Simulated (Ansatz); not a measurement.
**H2S2 (SMILES SS) at HF/def2-TZVPP**

Aim: the energy change on altering one bond length of H2S2 at HF/def2-TZVPP, from 2 runs. 

The results are computed with Ansatz 0.2.0.

32 further runs of the same task are left out: 32 set aside as unsound or not needed.

## Step 1: The molecule

H2S2 has 4 atoms, charge 0, and is taken as a singlet. As SMILES, `SS`. Geometry: relaxed at PBE0-D4/def2-TZVP.

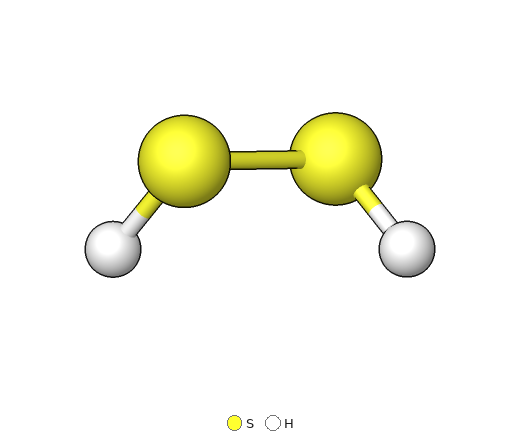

Viewed from a chosen angle; sulfur yellow, hydrogen white.

## Step 2: The energy at HF/def2-TZVPP

Contents of input.yaml:

```yaml
crystal:
  periodic: [false, false, false]
  atoms:
    - {symbol: S, position_ang: [0.784480, -0.789210, 0.166690]}
    - {symbol: S, position_ang: [0.060220, 1.121560, 0.067360]}
    - {symbol: H, position_ang: [-0.225420, -1.352590, 0.856880]}
    - {symbol: H, position_ang: [-0.619290, 1.020250, -1.090950]}
basis:
  gaussian:
    orbitals: def2-TZVPP
hamiltonian:
  xc: hf
accuracy: high
output: {orbitals: {seedname: orbitals}}
```

Started as:

```
$ ansatz run input.yaml --threads 1 --pin off --max-ram 3480MiB --events-out events.jsonl --progress --plain --runs-dir runs
```

The program printed:

```text
Warning: RAYON_NUM_THREADS=1 ignored (pool sized by the plan → 1); use --threads N
Functional definition: HF
  name "HF"
  exchange = exact_x
  correlation = 0
1799 factors; integrals over basis functions are off by at most 3.8e-9 eV
mean field evaluation 1: about -21666.1676 eV, gradient 1.3e1 eV
mean field evaluation 2: about -21666.3291 eV, gradient 1.3e1 eV
mean field evaluation 4: about -21667.0568 eV, gradient 1.7e0 eV
mean field evaluation 8: about -21667.0731 eV, gradient 9.4e-2 eV
mean field evaluation 16: about -21667.0731 eV, gradient 4.5e-8 eV
mean field -21667.07312681 eV, -796.2502509406 hartree, gradient 4.5e-8 eV, S^2 0.000000; 0 other end points of the search recorded, 0 dependent functions left out
reference -21667.07312681 eV, -796.2502509406 hartree; 17, 17 occupied and 95, 95 virtual orbitals, 1799 factors
Total energy: -21667.07312681 eV, -796.2502509406 hartree
```

Wall time 2.1 s (1 thread of Arm Neoverse V2, shared host); peak memory 0.26 GiB.

## Step 3: The distorted shape, same level

Contents of molecule.yaml:

```yaml
crystal:
  periodic: [false, false, false]
  atoms:
    - {symbol: S, position_ang: [1.328082, -0.708163, 1.093327]}
    - {symbol: S, position_ang: [0.603822, 1.202607, 0.993997]}
    - {symbol: H, position_ang: [0.318182, -1.271543, 1.783517]}
    - {symbol: H, position_ang: [-0.619290, 1.020250, -1.090950]}
basis:
  gaussian:
    orbitals: def2-TZVPP
hamiltonian:
  xc: hf
accuracy: high
output:
  orbitals: {seedname: orbitals}
```

Started as:

```
$ ansatz run molecule.yaml --threads 1 --pin off --max-ram 3480MiB --events-out events.jsonl --progress --plain --runs-dir runs
```

The program printed:

```text
Warning: RAYON_NUM_THREADS=1 ignored (pool sized by the plan → 1); use --threads N
[... 4 set-up lines as earlier in the session ...]
1733 factors; integrals over basis functions are off by at most 3.4e-9 eV
mean field evaluation 1: about -21661.8449 eV, gradient 1.3e1 eV
mean field evaluation 2: about -21662.0212 eV, gradient 1.3e1 eV
mean field evaluation 4: about -21662.9160 eV, gradient 2.3e0 eV
mean field evaluation 8: about -21662.9509 eV, gradient 2.4e-1 eV
mean field evaluation 16: about -21662.9517 eV, gradient 1.1e-6 eV
mean field -21662.95166489 eV, -796.0987900087 hartree, gradient 4.3e-8 eV, S^2 0.000000; 0 other end points of the search recorded, 0 dependent functions left out
reference -21662.95166489 eV, -796.0987900087 hartree; 17, 17 occupied and 95, 95 virtual orbitals, 1733 factors
Total energy: -21662.95166489 eV, -796.0987900087 hartree
```

It took 2.1 s on 1 thread of Arm Neoverse V2, shared host; peak memory 0.25 GiB.

## Step 4: Results

At HF/def2-TZVPP:

| quantity | value |
| --- | --- |
| first shape: total energy | -796.25025 Eh |
| first shape: HOMO energy | -10.38 eV |
| first shape: LUMO energy | 2.87 eV |
| first shape: HOMO–LUMO gap | 13.25 eV |
| distorted shape: total energy | -796.09879 Eh |
| distorted shape: HOMO energy | -9.29 eV |
| distorted shape: LUMO energy | -1.05 eV |
| distorted shape: HOMO–LUMO gap | 8.24 eV |
| energy change with the S2–H4 bond stretched from 1.347 to 2.424 Å | 4.121 eV |

One bond (distorted shape) is far stretched, which a spin-restricted single reference describes badly; a broken-symmetry solution may lie lower. With the S2–H4 bond stretched from 1.347 to 2.424 Å the energy rises by 4.12 eV (95 kcal/mol). The first shape isn't relaxed at this level, so the change isn't measured from a minimum. A restricted reference can't describe the breaking bond well at this length.
